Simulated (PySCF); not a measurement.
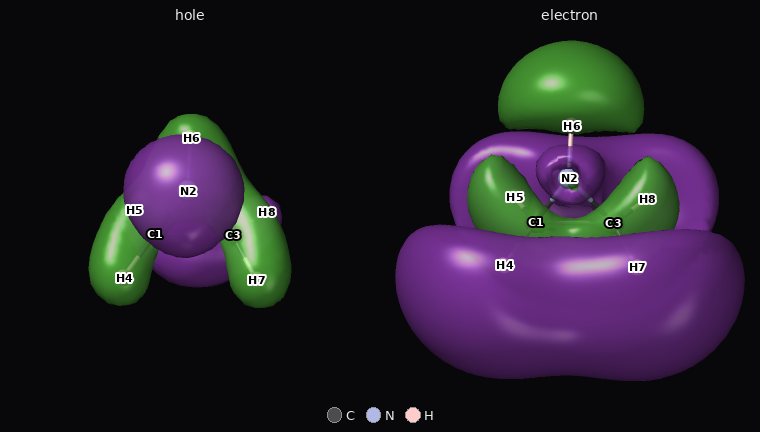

*C$_{2}$H$_{5}$N, SMILES `C1NC1`. Leading natural transition orbital pair of S₂ (TDA singlet states); the surfaces enclose about 85 % of each orbital's density.*

Level of theory: CAM-B3LYP/def2-SVP (PySCF), at a geometry from GFN2-xTB. No frequency check shows the geometry to be a minimum. Without diffuse functions Rydberg states are missing, so the states' numbers hold for this basis only.

Give its energy and the atoms that hole and electron lie on.

Answer. 8.43 eV (147 nm), f = 0.052, partly diffuse acceptor orbital, which a basis without diffuse functions describes poorly; the leading pair carries 100 %; hole on N2 (61 %) and C1 and C3 (12 % each), electron on H4 and H7 (25 % each), C1 and C3 (14 % each) and H5, H6 and H8 (6 % each) (atom shares of so diffuse an orbital are rough); their centroids lie 1.2 Å apart. In canonical orbitals it is mainly HOMO → LUMO+1 (97 %). The HOMO–LUMO gap is 10.97 eV.
